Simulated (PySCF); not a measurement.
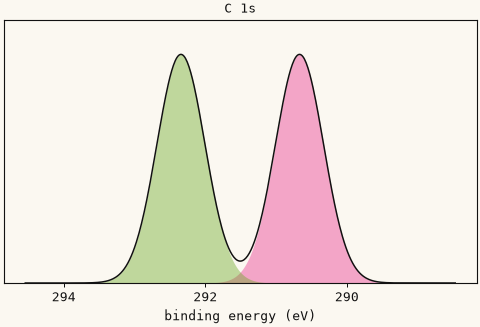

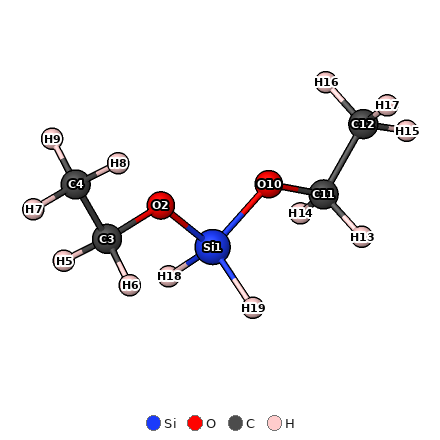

Simulated XPS of C₄H₁₂O₂Si (Si(OEt)2H2), SMILES [H][Si]([H])(OCC)OCC. Vertical core-electron binding energies by ΔSCF (SCAN, pcX-2 on the ionised atom, pcseg-1 elsewhere, spin-free X2C; PySCF 2.14.0, at a PBE0-D3(BJ)/def2-SVP geometry (no frequency check)), gas phase, against the vacuum level. One atom of each kind was ionised; within a panel, areas follow the number of like atoms, Gaussians of 0.8 eV full width. Only the regions named are shown.

Question: Which atoms give which peak?

Answer:
```tsv
level	atoms	binding energy (eV)
C 1s	C3, C11	292.3
C 1s	C4, C12	290.7
```

Question: How large is the chemical shift across the C 1s region?

Answer: 1.7 eV, from C4, C12 at 290.7 eV to C3, C11 at 292.3 eV.

Caveats: one conformer of a flexible molecule.
